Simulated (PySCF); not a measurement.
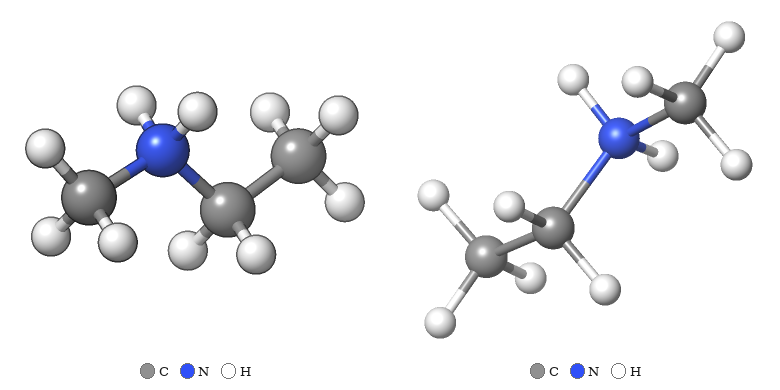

Two views of one molecule.

The species has charge +1 and is a spin singlet. The geometry was computed by an optimisation with PBE0-D3(BJ)/def2-SVP. No frequency run is at hand to confirm it as a minimum.

> What is the molecular formula?

C₃H₁₀N⁺, 14 atoms: 3 carbon, 10 hydrogen and 1 nitrogen.

> Count the bonded pairs by element.

8 C–H, 2 C–N, 2 N–H, 1 C–C.

> Describe its rings.

It has no ring.

> What is its SMILES?

CC[NH2+]C
